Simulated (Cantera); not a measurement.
Input: 1 mol Fe(CO)5, 0.37 mol O2, 66 mol H2, held at 7.50 Torr.

These are equilibrium values from Cantera (NASA tables, ideal gas, pure condensed phases), not measurements of a reactor. Candidate condensed phases: C, C6H6, C7H8, C8H18, Fe, Fe(CO)5, FeO, Fe(OH)2, Fe(OH)3, Fe2O3, Fe3O4, H2O; 114 gas species. Condensed phases not in the tables: cementite and carbon dissolved in iron. Rates play no part.

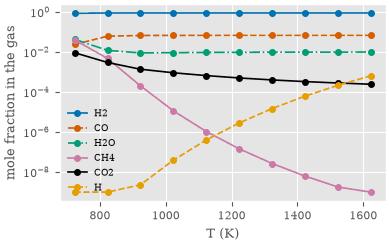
*Equilibrium gas composition (values under 1e-9 drawn at 1e-9)*

At 723 K the condensed part is C(graphite) + Fe(α). From 823 K to 1123 K the condensed part is Fe(α). From 1223 K to 1623 K the condensed part is Fe(γ).
